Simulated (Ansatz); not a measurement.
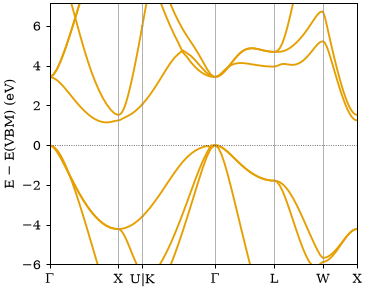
Figure: Band structure from LDA (plane waves, PAW; program Ansatz)

### Question
Read off the gap and where the band edges lie.

### Answer
About 1.1 eV (1.14 eV by a search for the band edges); maximum at Γ, minimum on the Γ–X line, 83 % of the way from Γ.

### Question
Pick the material that matches.
A. BeSe, zinc blende
B. BP, zinc blende
C. GaN, rock salt
D. InP, zinc blende

### Answer
B, BP, zinc blende

Space group F-43m (zinc blende). The LDA relaxation kept the symmetry of its start.

Potentials: the earlier of the program's two PAW sets. The files were generated under PBE; for other functionals the program regenerates the frozen cores, and for LDA and PBEsol the local potential too.
